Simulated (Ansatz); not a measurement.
# CH3 on Mg(0001), ontop start, 2x2 cell: photoemission fingerprints, part 4 of 4

Wanted: core-level shifts and unfolded surface bands for CH3 on Mg(0001), ontop start, 2x2 cell.

Ansatz 0.2.0; DFT, PBE, plane-wave PAW, default files, scalar-relativistic.

So far, work function, upper face (eV): step 2 (the clean face) 3.76; step 3 (relaxing the atoms) 4.50; step 4 (bands by layer) 4.50.

### 6. Z+1 stand-in on atom 7

System of this step: Mg15AlH3C. The cell holds 20 atoms: 3 H, 1 C, 15 Mg and 1 Al. Its edges and angles: a = 6.380 Å, b = 6.380 Å, c = 25.195 Å, α = 90.0°, β = 90.0°, γ = 60.0°. It derives from Mg. Regions: ad, 4 atoms (3 H and 1 C); L1, 4 atoms (3 Mg and 1 Al); L2, 4 atoms (4 Mg); L3, 4 atoms (4 Mg); rest, 4 atoms (4 Mg). Vacuum lies along c.

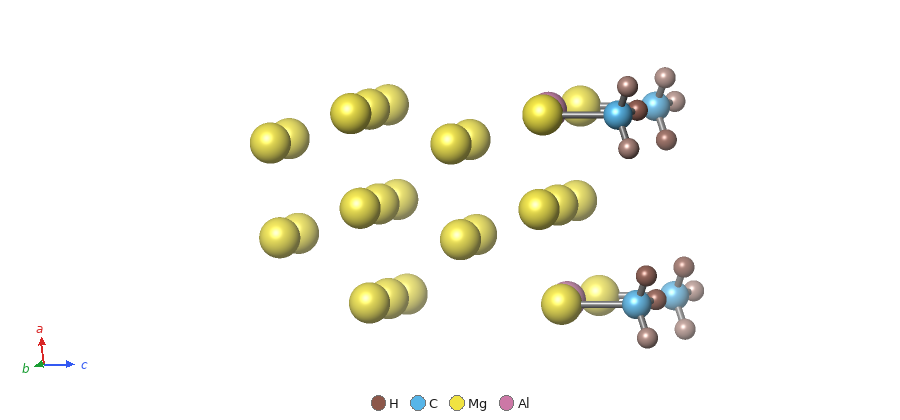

The cell of this step (hydrogen brown, carbon blue, magnesium yellow, aluminium pink). Some periodic images of atoms are drawn too.

The same swap on atom 7.

Contents of input.yaml:

```yaml
crystal:
  lattice:
    - [6.38, 0.0, 0.0]
    - [3.19, 5.5252420761, 0.0]
    - [0.0, 0.0, 25.195]
  atoms:
    - { symbol: H, position: [0.1535832841, 0.0181748737, 0.7223020999] }
    - { symbol: H, position: [0.8318749036, 0.1521847252, 0.7224948431] }
    - { symbol: H, position: [0.0196868295, 0.8303813749, 0.7224959539] }
    - { symbol: C, position: [0.0014957892, 0.000215806, 0.7072490115] }
    - { symbol: Mg, position: [-6.20452e-05, 3.06811e-05, 0.6210144287] }
    - { symbol: Mg, position: [0.5002557277, -0.0004423089, 0.6058373647] }
    - { symbol: Al, position: [-0.0005987387, 0.500275642, 0.6058074272] }
    - { symbol: Mg, position: [0.5001014818, 0.5002127919, 0.6058081357] }
    - { symbol: Mg, position: [0.8349919699, 0.3299044072, 0.5050345301] }
    - { symbol: Mg, position: [0.3332779776, 0.3333294986, 0.5019205431] }
    - { symbol: Mg, position: [0.8350366294, 0.8350722461, 0.505021913] }
    - { symbol: Mg, position: [0.3298735008, 0.8350828078, 0.5050509964] }
    - { symbol: Mg, position: [0.0, 0.0, 0.400674737] }
    - { symbol: Mg, position: [0.5, 0.0, 0.400674737] }
    - { symbol: Mg, position: [0.0, 0.5, 0.400674737] }
    - { symbol: Mg, position: [0.5, 0.5, 0.400674737] }
    - { symbol: Mg, position: [0.833333333, 0.333333333, 0.297678111] }
    - { symbol: Mg, position: [0.333333333, 0.333333333, 0.297678111] }
    - { symbol: Mg, position: [0.833333333, 0.833333333, 0.297678111] }
    - { symbol: Mg, position: [0.333333333, 0.833333333, 0.297678111] }
kpoints:
  mp_grid: { grid: [6, 6, 1] }
scf:
  occupations: { method: fermi_dirac, width: 0.05 }
  n_extra_bands: 18
hamiltonian:
  xc: pbe
  pseudopotentials: { kind: paw }
output:
  forces: true
  write_potential: true
  volumetric_format: []
efield:
  axis: 3
  dipole_correction: true
```

Command:

```sh
$ ansatz run input.yaml --threads 8 --pin off --max-ram 20480MiB --backend cpu --events-out ev --progress --plain --runs-dir out
```

Numbers of over 12 decimals in the logs are rounded to 6 here.

The log of the run:

```text
[...]
Crystal: 20 atoms, lattice volume = 888.150 Å³
Basis set: ecut = 420 eV, 17437 PW (Γ), exchange–correlation on 90×90×360 points (8 copies of the dense FFT grid, shifted against one another)
Bands: 98, of which v1, the nominal top of the filled ones, is band 80 counted from 1 (79 counted from 0)
Symmetry: 1 space group operations
[...]
k-point 1: bands = [... 76 lower, -0.9350, -0.7491, -0.6385, -0.5423, -0.3509, -0.1303, 0.2443, 0.6354, ... 14 higher]
  k-point 2: bands = [... 76 lower, -0.8737, -0.6519, -0.1012, 0.0924, 0.1213, 0.7022, 0.9894, 1.0513, ... 14 higher]
  k-point 19: bands = [... 76 lower, -1.0294, -0.6704, 0.0267, 0.4211, 0.5946, 0.8127, 1.4937, 1.6625, ... 14 higher]
[key lines of the parts left out:]
SCF converged after 7 iterations
Free energy (F): -29690.435235 eV
Fermi energy:    0.037714 eV
Dipole field:    D = -0.035604 V/Å  (p = -0.174753 e·Å, saw-weighted, corrected)
Work function:   Φ+ = 4.6418 eV   Φ− = 3.7447 eV
```

Run time: 24 s. Hardware: 8 threads of Arm Neoverse V2, shared host; peak memory 3.7 GiB.

Numbers from this step:

- free energy: -29690.4352 eV
- energy at zero smearing: -29690.3945 eV
- smearing term TS: 0.08145 eV
- Fermi energy: 0.03771 eV

### 7. Z+1 stand-in on atom 13

System of this step: Mg15AlH3C. The cell holds 20 atoms: 3 H, 1 C, 15 Mg and 1 Al. Its edges and angles: a = 6.380 Å, b = 6.380 Å, c = 25.195 Å, α = 90.0°, β = 90.0°, γ = 60.0°. It derives from Mg. Regions: ad, 4 atoms (3 H and 1 C); L1, 4 atoms (4 Mg); L2, 4 atoms (4 Mg); L3, 4 atoms (1 Al and 3 Mg); rest, 4 atoms (4 Mg). Vacuum lies along c.

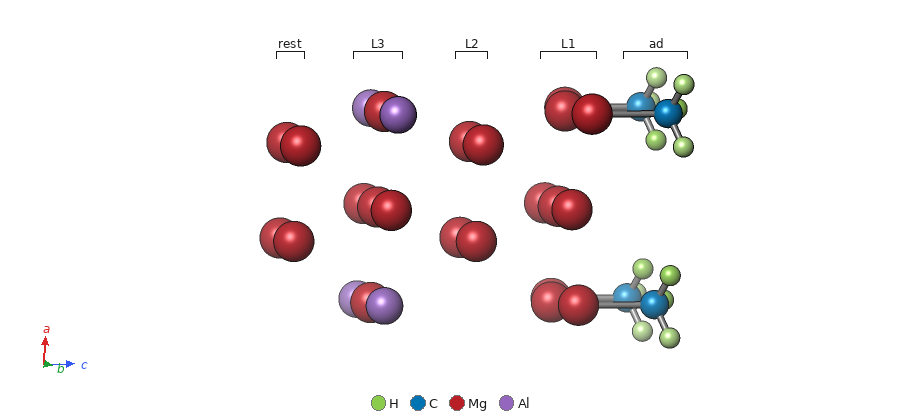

The cell of this step (hydrogen green, carbon blue, magnesium red, aluminium purple). Some periodic images of atoms are drawn too.

The same swap on atom 13.

input.yaml, as its differences from that of step 6:

```diff
@@ -12,3 +12,3 @@
     - { symbol: Mg, position: [0.5002557277, -0.0004423089, 0.6058373647] }
-    - { symbol: Al, position: [-0.0005987387, 0.500275642, 0.6058074272] }
+    - { symbol: Mg, position: [-0.0005987387, 0.500275642, 0.6058074272] }
     - { symbol: Mg, position: [0.5001014818, 0.5002127919, 0.6058081357] }
@@ -18,3 +18,3 @@
     - { symbol: Mg, position: [0.3298735008, 0.8350828078, 0.5050509964] }
-    - { symbol: Mg, position: [0.0, 0.0, 0.400674737] }
+    - { symbol: Al, position: [0.0, 0.0, 0.400674737] }
     - { symbol: Mg, position: [0.5, 0.0, 0.400674737] }
```

The log of the run:

```text
[...]
Crystal: 20 atoms, lattice volume = 888.150 Å³
Basis set: ecut = 420 eV, 17437 PW (Γ), exchange–correlation on 90×90×360 points (8 copies of the dense FFT grid, shifted against one another)
Bands: 98, of which v1, the nominal top of the filled ones, is band 80 counted from 1 (79 counted from 0)
Symmetry: 1 space group operations
[...]
k-point 1: bands = [... 76 lower, -0.9305, -0.6760, -0.4695, -0.4080, -0.2036, 0.1737, 0.1974, 0.6861, ... 14 higher]
  k-point 2: bands = [... 76 lower, -0.7601, -0.5813, -0.0538, 0.0842, 0.0993, 0.7821, 1.1695, 1.1807, ... 14 higher]
  k-point 19: bands = [... 76 lower, -0.8668, -0.6800, 0.3350, 0.3969, 0.5266, 0.9517, 1.3634, 1.5430, ... 14 higher]
[key lines of the parts left out:]
SCF converged after 7 iterations
Free energy (F): -29690.571375 eV
Fermi energy:    0.137844 eV
Dipole field:    D = -0.030921 V/Å  (p = -0.151768 e·Å, saw-weighted, corrected)
Work function:   Φ+ = 4.4465 eV   Φ− = 3.6673 eV
```

The job ended after 25 s (8 threads; peak memory 3.7 GiB; 3.3 min of CPU time).

This step gave:

| Item | Value |
| --- | --- |
| free energy | -29690.5714 eV |
| energy at zero smearing | -29690.5300 eV |
| smearing term TS | 0.08273 eV |
| Fermi energy | 0.1378 eV |

### 8. Shifts from the Z+1 runs

An atom with a screened core hole acts like the next element, so the difference of two such total energies is the shift between the two sites; positive is more bound. Shifts count from the last listed atom of each element.

| atom | region | replaced by | shell meant | free energy (eV) | shift (eV) |
| --- | --- | --- | --- | --- | --- |
| Mg5 | layer 1 | Al | 2p | -29690.701 | -0.13 |
| Mg7 | layer 1 | Al | 2p | -29690.435 | +0.14 |
| Mg13 | layer 3 | Al | 2p | -29690.571 | +0.00 |

The stand-in's nearest image is 6.4 Å away. The method gives no absolute levels and the same shift for every shell of an atom.

### 9. Another try

This step: DFT, PBE, plane-wave PAW, default files, scalar-relativistic; changed: crystal.lattice = [[12.05645252, 0.0, 0.0], [6.02822626, 10.44119416, 0.0], [0.0, 0.0, 47.61164909]], scf.max_iter = 60 (Ansatz 0.2.0).

System of this step: Mg16H3C. The cell holds 20 atoms: 3 H, 1 C and 16 Mg. Its edges and angles: a = 12.056 Å, b = 12.056 Å, c = 47.612 Å, α = 90.0°, β = 90.0°, γ = 60.0°. It derives from Mg. How the cell was made: adsorbate; added: CH3; site: ontop; coverage 0.25 monolayer; cell: 2x2; on one face. Regions: ad, 4 atoms (3 H and 1 C); L1, 4 atoms (4 Mg); L2, 4 atoms (4 Mg); L3, 4 atoms (4 Mg); rest, 4 atoms (4 Mg). Vacuum lies along c.

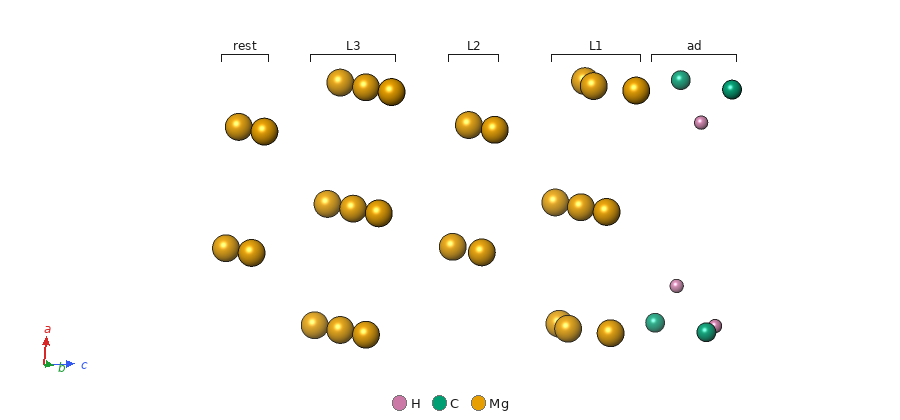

The cell of this step (hydrogen pink, carbon teal, magnesium orange). Some periodic images of atoms are drawn too.

input.yaml, as its differences from that of step 7:

```diff
@@ -2,5 +2,5 @@
   lattice:
-    - [6.38, 0.0, 0.0]
-    - [3.19, 5.5252420761, 0.0]
-    - [0.0, 0.0, 25.195]
+    - [12.05645252, 0.0, 0.0]
+    - [6.02822626, 10.44119416, 0.0]
+    - [0.0, 0.0, 47.61164909]
   atoms:
@@ -18,3 +18,3 @@
     - { symbol: Mg, position: [0.3298735008, 0.8350828078, 0.5050509964] }
-    - { symbol: Al, position: [0.0, 0.0, 0.400674737] }
+    - { symbol: Mg, position: [0.0, 0.0, 0.400674737] }
     - { symbol: Mg, position: [0.5, 0.0, 0.400674737] }
@@ -30,3 +30,4 @@
   occupations: { method: fermi_dirac, width: 0.05 }
-  n_extra_bands: 18
+  n_extra_bands: 26
+  max_iter: 60
 hamiltonian:
@@ -38,2 +39,13 @@
   volumetric_format: []
+  dos:
+    projected:
+      site_lists:
+        adsorbate: [0, 1, 2, 3]
+        layer_1: [4, 5, 6, 7]
+        layer_2: [8, 9, 10, 11]
+        layer_3: [12, 13, 14, 15]
+        other_layers: [16, 17, 18, 19]
+    de: 0.05
+    e_range: [-30, 12]
+    method: { smearing: { sigma: 0.15, scheme: gaussian } }
 efield:
```

The log of the run:

```text
[...]
Crystal: 20 atoms, lattice volume = 5993.533 Å³
Basis set: ecut = 420 eV, 117057 PW (Γ), exchange–correlation on 162×162×640 points (8 copies of the dense FFT grid, shifted against one another)
Bands: 110, of which v1, the nominal top of the filled ones, is band 84 counted from 1 (83 counted from 0)
Symmetry: 1 space group operations
[...]
k-points: 20 of 36 (time reversal used)
[...]
SCF iter   1: F=—  HF=-31044.967731 eV  |F-HF|=—  |Δ(HF+E_count)|=         —  Δρ=3.17e-3  dr2=4.50e0  ethr=1.77e-3  p=-0.387 e·Å  D=-1.17e-2 V/Å  ΔV_dip=0.56 eV  dr2_dipole=1.39e0  V_vac-E_F(+/−)=4.99/4.43 eV  ⟨swp⟩=17.6  Hψ=13806  notcnv=0  defer=161
[...]
SCF iter  20: F=-31044.201544 eV  HF=-31044.201544 eV  |F-HF|=7.43e-8  |Δ(HF+E_count)|=   4.91e-8  Δρ=3.85e-7  dr2=1.85e-8  ethr=5.99e-11  p=-1.127 e·Å  D=-3.40e-2 V/Å  ΔV_dip=1.62 eV  dr2_dipole=3.61e-11  V_vac-E_F(+/−)=5.87/4.25 eV  ⟨swp⟩=46.5  Hψ=20365  notcnv=0
SCF 1 converged in 20 iterations: F = -31044.201544 eV  dr2 = 1.85e-8
[...]
SCF converged after 20 iterations
Free energy (F): -31044.201544 eV
[...]
Internal energy: -31044.104114 eV  (E = F + TS)
E sigma→0 (E₀):  -31044.152829 eV
Entropy (-TS):   -0.097430 eV (-4.871 meV/atom)
Fermi energy:    -4.138739 eV
Dipole field:    D = -0.034028 V/Å  (p = -1.127091 e·Å, saw-weighted, corrected)
Work function:   Φ+ = 5.8695 eV   Φ− = 4.2494 eV
[...]
--- Forces (eV/Å), atoms counted from 1 ---
  atom   1  H     -2.47151295    -0.23868652    -0.79420588
  atom   2  H      1.43743428    -2.02055134    -0.80552859
  atom   3  H      1.02445868     2.25843984    -0.80572302
  atom   4  C      0.00841391     0.00068155     2.11012875
  atom   5  Mg     0.00120316     0.00012416     0.25047979
  atom   6  Mg    -0.00027681    -0.00126575    -0.01457217
  atom   7  Mg    -0.00095666     0.00092496    -0.01461435
  atom   8  Mg     0.00123652     0.00033813    -0.01462157
  atom   9  Mg     0.00000830     0.00080150     0.00018747
  atom  10  Mg    -0.00000430    -0.00000235    -0.00145967
  atom  11  Mg    -0.00069051    -0.00039176     0.00015607
  atom  12  Mg     0.00069405    -0.00040888     0.00019811
  atom  13  Mg    -0.00000886     0.00000033    -0.00069806
  atom  14  Mg     0.00000739     0.00126905    -0.00035474
  atom  15  Mg     0.00110144    -0.00063123    -0.00035026
  atom  16  Mg    -0.00109454    -0.00064003    -0.00036492
  atom  17  Mg     0.00000003     0.00000082     0.02284036
  atom  18  Mg    -0.00000002    -0.00000000     0.02282432
  atom  19  Mg    -0.00000072    -0.00000042     0.02284029
  atom  20  Mg     0.00000071    -0.00000040     0.02284044
  max |Σ_I F_I| component: 1.31e-5 eV/Å
--- Band table (eV; the first three rows and the last of 20) ---
  k-point 0: bands = [... 80 lower, -4.4177, -4.3137, -4.3136, -4.1452, -2.4653, -2.0999, -2.0985, -2.0985, ... 22 higher]
  k-point 1: bands = [... 80 lower, -4.4170, -4.3243, -4.3122, -4.1473, -2.4643, -2.0571, -2.0555, -2.0223, ... 22 higher]
  k-point 2: bands = [... 80 lower, -4.4209, -4.3516, -4.3095, -4.1506, -2.4624, -1.9416, -1.9358, -1.9339, ... 22 higher]
  k-point 19: bands = [... 80 lower, -4.4318, -4.3660, -4.3081, -4.1519, -2.4615, -1.8248, -1.8224, -1.8191, ... 22 higher]
```

Elapsed: 5.4 min, on 8 threads; peak memory 14 GiB; 42 min of CPU time.

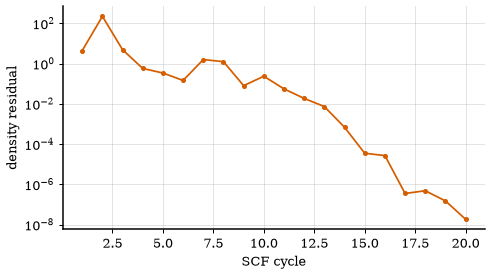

Residual by cycle in this run.

The run finished. A setting was moved off its sound value on purpose, so it serves as a test and not as the result.

The fault put into the input: a lattice typed in bohr (crystal.lattice).

The two runs compared:

| quantity | this run | sound run | difference |
| --- | --- | --- | --- |
| free energy (eV) | -31044.20 | -31076.95 | 32.8 |
| energy at zero smearing (eV) | -31044.15 | -31076.93 | 32.8 |
| smearing term TS (eV) | 0.097430 | 0.054818 | 0.0426 |
| Fermi energy (eV) | -4.1387 | 0.12806 | -4.27 |
| share of occupied states in no projected shell (of the occupied states in the window) | 0.003 | 0.2109 | -0.208 |
| DOS at the Fermi level (states/eV/cell) | 11.305 | 7.7172 | 3.59 |
| work function, upper face (eV) | 5.8696 | 4.4977 | 1.37 |
| work function, lower face (eV) | 4.2494 | 3.7283 | 0.521 |

The two runs differ clearly in the share of occupied states in no projected shell: 0.003 of the occupied states in the window against 0.211 of the occupied states in the window.

### 10. Results

| Property | Result |
| --- | --- |
| work function | 4.50 eV (other face 3.73 eV) |
| change from the clean face | +0.74 eV |
| Mg core shifts among the listed atoms, from the last listed one | -0.13 to +0.14 eV |

The Fermi level of CH3 on Mg(0001), ontop start, 2x2 cell lies 4.50 eV (other face 3.73 eV) below the vacuum, a change of +0.74 eV from the clean face. No level with weight over 0.3 between −3.0 and 3.0 eV at the labelled points has over 60 % of its weight in the top region and under 6 % in the middle, the test used here for a surface state; levels near these limits can still be surface states of a thicker slab. After relaxation C4 stands 2.46 Å above the top layer, bonded to 1 Mg atom at 2.17 Å. The bare lower face differs from the lower face of the clean 1×1 slab by 0.03 eV, a measure of the error from mesh and slab. Core shifts by the Z+1 route: Mg -0.13 to +0.14 eV. Among the sites run, the most bound Mg 2p level is that of Mg7 (layer 1), bonded to 9 Mg; the least bound, 0.27 eV shallower, that of Mg5 (layer 1), bonded to 9 Mg and 1 C. At 21.2 eV the valence spectrum has its highest listed peak within 10.8 eV at 5.0 eV (C 2p). At 1486.7 eV the valence spectrum has its highest listed peaks within 13 eV at 1.9 eV (Mg 3s), 2.9 eV (Mg 3s), 4.0 eV (Mg 3s), 4.8 eV (Mg 3s) and 11.8 eV (C 2s). The shell named is the one with most of the intensity, cross sections included, not always the one with most states there. The slab's own atoms span 8.1 Å, so bulk bands appear as a few quantum-well levels, and states of the two faces can mix. The program warns of density or levels in the vacuum in some of these runs, so vacuum levels and energy differences can be a little off.

[Logs are printed without paths, hosts, clocks, repeated set-up lines and the standing remarks that a program may print on its own settings, such as how far it seeks lower states.]

[Hosts, paths, dates, database ids (printed as entryN), source tags and the programs' standing remarks are cut or masked in the printed files.]

[Maps of the electrostatic potential energy from Ansatz leave out the sawtooth potential of an applied field or a dipole correction, so their vacuum need not be flat; work functions include it.]
